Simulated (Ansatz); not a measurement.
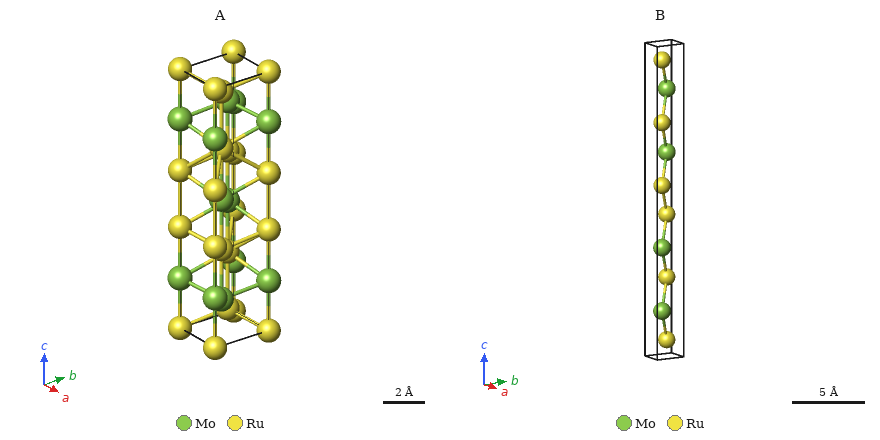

Two structures of Mo2Ru3, each relaxed to rest (conventional cells in solid outline, small ones repeated, not to one scale). Method: Ansatz 0.2.0, DFT PBE, scalar-relativistic, plane waves, PAW, without spin polarisation.

> Which two forms are compared?

A: 15 atoms a cell on a rhombohedral (trigonal R) lattice, R-3m. B: 10 atoms a cell on a primitive hexagonal lattice, P6_3/mmc.

> Which structure is more stable?

B is lower, by 253 meV/atom at this level of theory (energies at zero smearing). Volumes: A 14.9, B 14.6 Å³/atom.

One or both may be structure types tried for this composition rather than known phases.
